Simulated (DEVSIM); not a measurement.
Structure: Si n+/n-/n+ resistor, at 400 K.

| layer (left to right) | material | thickness (μm) | Nd (cm⁻³) | τn (s) | τp (s) |
|---|---|---|---|---|---|
| 1 | Si | 0.320 | 4.3e17 | 4.4e-7 | 4.4e-7 |
| 2 | Si | 0.160 | 7.4e12 | 4.4e-7 | 4.4e-7 |
| 3 | Si | 0.250 | 1e18 | 4.4e-7 | 4.4e-7 |

Left contact: ohmic. Right contact: ohmic. Voltage is applied to the left contact. Recombination: SRH at mid-gap, radiative, Auger. Mobility is constant in doping.

The device is made up for the run: typed textbook-type constants, with dimensions and the other settings drawn at random. Values at 300 K; Nc and Nv go as T^1.5, mobilities as T to minus their exponent, the gap by Varshni's rule with the affinity fixed.

```
parameter               Si
----------------  --------
gap (eV)             1.124
affinity (eV)         4.05
permittivity          11.7
Nc (cm⁻³)          2.86e19
Nv (cm⁻³)           3.1e19
μn (cm²/Vs)           1417
μp (cm²/Vs)            470
T exponent of μn       2.3
T exponent of μp       2.2
B (cm³/s)          4.7e-15
Cn (cm⁶/s)         2.8e-31
Cp (cm⁶/s)         9.9e-32
Varshni α (eV/K)  0.000473
Varshni β (K)          636
```

Model (solved in DEVSIM): 1D drift-diffusion, Boltzmann statistics, complete ionisation; no tunnelling, impact ionisation, image-force lowering or self-heating.

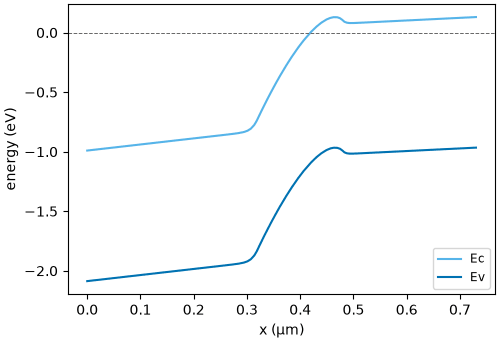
Fig. 1. Band edges at 1.15 V on the left contact

Energies count from the Fermi level of the right contact; mesh points crowd at the junctions.

```csv
x (μm),Ec (eV),Ev (eV),n (cm⁻³),p (cm⁻³),field (V/cm)
0.000,-0.990,-2.087,4.3e17,7.5e7,5100
0.01613,-0.982,-2.079,4.3e17,7.5e7,5100
0.04140,-0.969,-2.066,4.3e17,7.4e7,5100
0.08101,-0.949,-2.046,4.3e17,7.3e7,5100
0.1664,-0.905,-2.002,4.3e17,6.6e7,5100
0.2323,-0.872,-1.968,4.3e17,5.0e7,5100
0.2743,-0.850,-1.946,4.3e17,2.7e7,5600
0.3072,-0.807,-1.903,2.2e17,6900000,37000
0.3220,-0.706,-1.802,3.7e16,4200000,94000
0.3384,-0.558,-1.654,2.5e16,4500000,87000
0.3621,-0.363,-1.460,2.8e16,5100000,77000
0.4063,-0.066,-1.163,3.7e16,1.0e7,56000
0.4397,0.083,-1.013,5.7e16,2.0e8,32000
0.4628,0.130,-0.967,1.1e17,7.1e8,5000
0.4831,0.091,-1.006,6.5e17,2.2e8,-27000
0.5007,0.080,-1.016,9.9e17,1.4e8,1400
0.5276,0.086,-1.010,1.0e18,1.4e8,2200
0.5689,0.095,-1.001,1.0e18,1.2e8,2200
0.6408,0.111,-0.986,1.0e18,9.5e7,2200
0.6822,0.120,-0.976,1.0e18,7.0e7,2200
0.7092,0.126,-0.971,1.0e18,5.0e7,2200
0.7300,0.130,-0.966,1.0e18,3.2e7,2200
```
